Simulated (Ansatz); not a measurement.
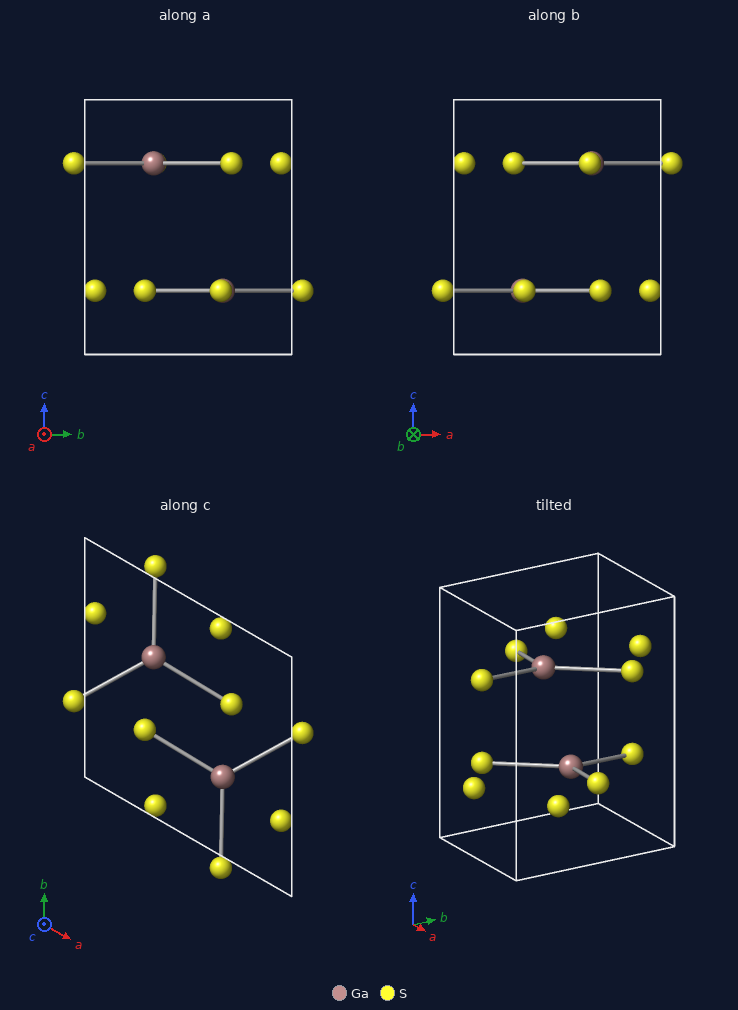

The image is a ball-and-stick drawing of a crystal, viewed along the a axis, along the b axis, along the c axis and slightly off an axis. The conventional unit cell is outlined; an atom on or near a face, edge or corner is repeated at each equivalent position.

Lattice parameters: a = 5.9207 Å, b = 5.9207 Å, c = 6.3039 Å, α = 90.000°, β = 90.000°, γ = 120.000°.

> Express the structure as a CIF in P1 with every atom of the cell, with free fractional coordinates to two decimals.

```cif
data_structure
_symmetry_space_group_name_H-M 'P 1'
_symmetry_Int_Tables_number 1
_cell_length_a 5.9207
_cell_length_b 5.9207
_cell_length_c 6.3039
_cell_angle_alpha 90.000
_cell_angle_beta 90.000
_cell_angle_gamma 120.000
_cell_volume 191.38
loop_
_atom_site_label
_atom_site_type_symbol
_atom_site_fract_x
_atom_site_fract_y
_atom_site_fract_z
_atom_site_occupancy
Ga1 Ga 0.3333 0.6667 0.25 1
Ga2 Ga 0.6667 0.3333 0.75 1
S1 S 0.95 0.29 0.25 1
S2 S 0.66 0.95 0.75 1
S3 S 0.71 0.66 0.25 1
S4 S 0.05 0.71 0.75 1
S5 S 0.34 0.05 0.25 1
S6 S 0.29 0.34 0.75 1
```

The cell started as a generated cell, made by putting these elements into a known structure type (the compound may or may not exist in this form). The atoms were relaxed in a fixed cell with DFT, PAW plane waves, r2SCAN (Ansatz 0.2.0).

At this level of theory the cell isn't at rest (stretched, at -5 GPa), so its distances can differ from those at equilibrium, the more so the softer the solid.
